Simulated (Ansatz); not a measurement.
## Electronic structure of CH8BCl2NSi in real space

Input

```
crystal:
  periodic: [false, false, false]
  atoms:
    - {symbol: C, position_ang: [-1.148480, -1.581348, 0.852177]}
    - {symbol: B, position_ang: [-0.678554, -0.095713, 0.560174]}
    - {symbol: Cl, position_ang: [0.248122, 0.670481, 1.986821]}
    - {symbol: Cl, position_ang: [-2.046503, 1.003645, -0.039567]}
    - {symbol: N, position_ang: [0.405573, -0.070418, -0.649422]}
    - {symbol: Si, position_ang: [1.337415, 1.495685, -0.804946]}
    - {symbol: H, position_ang: [-0.317226, -2.222723, 1.165018]}
    - {symbol: H, position_ang: [-1.626917, -2.038331, -0.020674]}
    - {symbol: H, position_ang: [-1.882130, -1.591223, 1.660759]}
    - {symbol: H, position_ang: [1.056384, -0.838148, -0.489984]}
    - {symbol: H, position_ang: [-0.096567, -0.283432, -1.509338]}
    - {symbol: H, position_ang: [2.588409, 1.324106, -0.042389]}
    - {symbol: H, position_ang: [1.647521, 1.572150, -2.256054]}
    - {symbol: H, position_ang: [0.500252, 2.626066, -0.383875]}
basis:
  gaussian: {orbitals: def2-TZVPP}
hamiltonian: {xc: pbe0, dispersion: d4}
output: {orbitals: {seedname: orbitals}}
```

Command:

```sh
ansatz run in.yaml --threads 4 --pin off --events-out ev --progress --plain --max-ram 11315MiB
```

Geometry: PBE0-D4/def2-TZVP.

Computed with Ansatz, RKS PBE0-D4/def2-TZVPP.

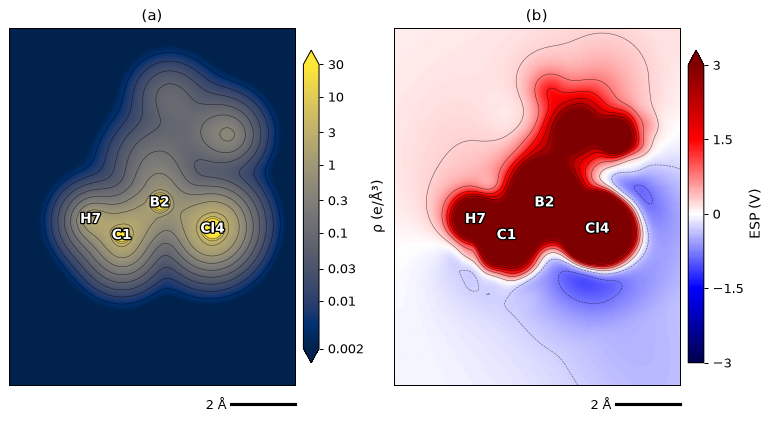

Figure 1. (a) electron density; (b) molecular electrostatic potential on the plane of atoms C1, B2 and Cl4.

Question: Read the bonding off the picture.

Answer: The section cuts through C, B, Cl and H sites.
C–B (1.59 Å): ρ at the midpoint is about 1.4 e/Å³.
B–Cl (1.85 Å): ρ at the midpoint is about 1.1 e/Å³.
C–H (1.10 Å): ρ is about 1.9 e/Å³ halfway.
Outside the dense part of the molecule the potential is most negative (−1.1 V) near Cl4.

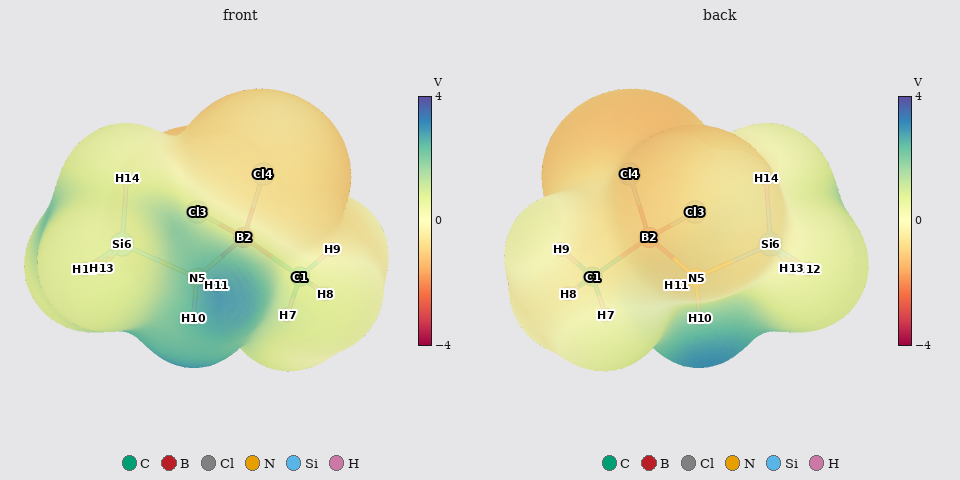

Figure 2. The electrostatic potential painted on the density surface at 0.002 e/bohr³, seen from the front and from behind; the colour scale runs from red (negative) to blue (positive).

Question: Describe the electrostatic potential map.

Answer: The most negative region (about −1.3 V, or −30 kcal/mol for a unit charge) lies over Cl3 and Cl4, the most positive (about +3.0 V, or +69 kcal/mol for a unit charge) over H10 and H11.

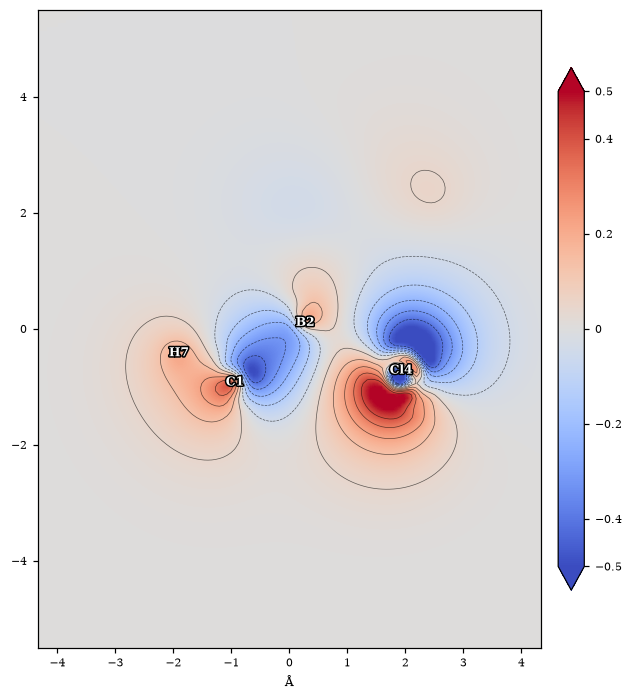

Figure 3. One frontier orbital on the plane of atoms B2, C1 and H7 (values in Å⁻³ᐟ²; the overall sign is arbitrary).

Question: Which orbital is it: HOMO or LUMO?

Answer: The HOMO, at −7.88 eV. By Hirshfeld shares it lies mainly on Cl4 (about 60 %), Cl3 (about 15 %), C1 (about 10 %) and B2 (about 5 %).
